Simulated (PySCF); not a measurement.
# SiS (charge +1, doublet): what the fields show

```xyz
2

Si    0.0000    0.0000   -1.1130
S     0.0000    0.0000    0.9740
```

Method: PBE0/pcseg-1, non-relativistic, at a bond length of 2.087 Å in PySCF 2.14.0.

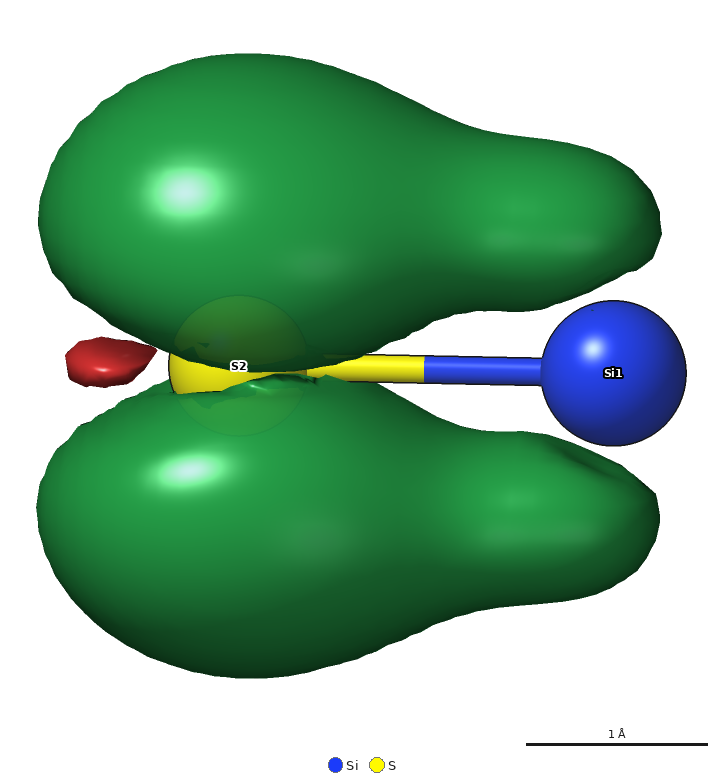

Figure 1. Isosurfaces of the spin density (α minus β) at +0.015 (green) and −0.015 e/Å³ (red), seen from one side.

Q: Where is the unpaired spin?

A: The unpaired spin (1 electron) lies mostly on S2 (about 0.9) and Si1 (about 0.1), in electrons by Hirshfeld's partition.

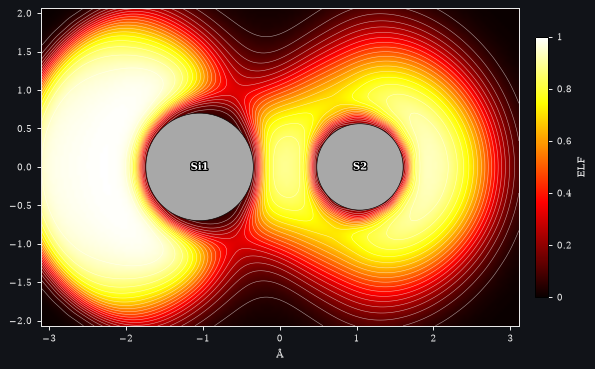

Figure 2. Electron localisation function on a plane that holds the molecular axis. Grey discs cover the atomic cores.

Q: Describe what can be read from this map.

A: Atoms in the plane: Si and S.
Si–S (2.09 Å): the ELF peaks at about 0.90 between the atoms, as expected for localised, covalent bonding.
The ELF also peaks beside S2 and Si1, away from the bonds: non-bonding electrons, paired or unpaired.

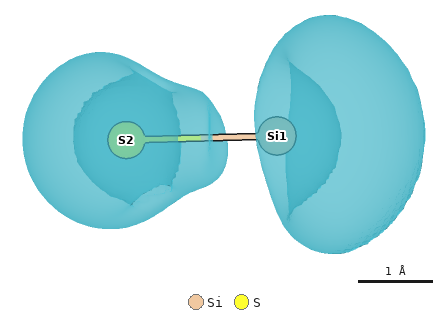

Figure 3. Isosurface of the ELF at 0.75 (cyan), seen from one side. Only the valence region is drawn (cores and ρ < 0.01 e/Å³ removed).

Q: Describe the localisation domains.

A: At this value the surface marks out one region on S in which the atom's valence shell and bonds are merged and one lobe on Si, pointing away from the bonds (non-bonding electrons).
